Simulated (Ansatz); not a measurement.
TiO2: response to strain

Take TiO₂ in the rutile structure (space group P4_2/mnm, No. 136; a = 4.643 Å, c = 2.964 Å) as the base. Axes: x, y, z lie along a, b, c of the conventional cell.

Strains are applied to the cell and any free atomic positions relax; under biaxial strain the out-of-plane vector relaxes too.

Method: DFT with PBE, PAW potentials and a 420 eV plane-wave cutoff in Ansatz (a quantum-chemistry and plane-wave program), no SOC.

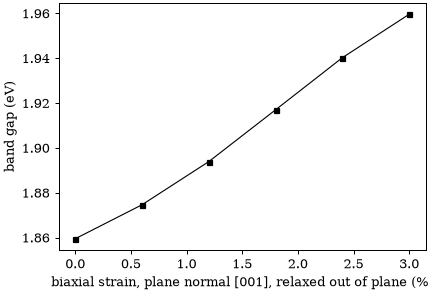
Figure. Band gap against biaxial strain, plane normal [001], relaxed out of plane

| biaxial strain, plane normal [001], relaxed out of plane (%) | band gap |
|---|---|
| 0.6 | 1.87 eV |
| 1.2 | 1.89 eV |
| 1.8 | 1.92 eV |
| 2.4 | 1.94 eV |
| 3 | 1.96 eV |

Whether these cells are dynamically stable was not tested. The final runs are not spin-polarised.
